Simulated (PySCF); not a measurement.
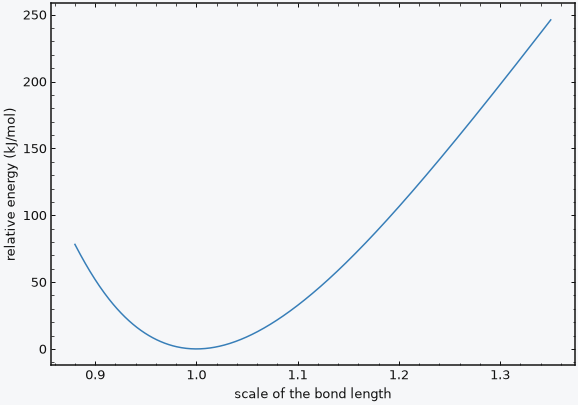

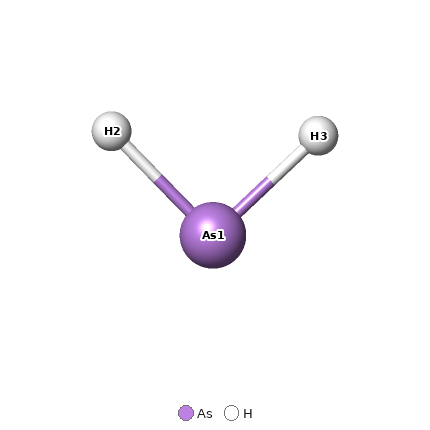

Rigid scan of AsH₂⁺, singlet, from a minimum of the shape that electron-pair counting expects: all bonds to atom 1 scaled (atom 1 is the central atom). PBE0/def2-TZVP, PySCF 2.14.0, restricted determinant, no spin-orbit coupling; energies counted from the minimum. Splines pass through the computed points.

> What does it cost to go to either end of the scan?

78.2 kJ/mol at 0.88 and 246.1 kJ/mol at 1.35.

> Give the values at the computed points.

In kJ/mol:
```csv
scale of the bond length,PBE0
0.88,78.2
0.92,31.5
0.96,7.1
1.00,0.0
1.04,5.9
1.08,21.8
1.14,58.8
1.22,123.8
1.35,246.1
```

Known limits of this run: no scalar relativity.
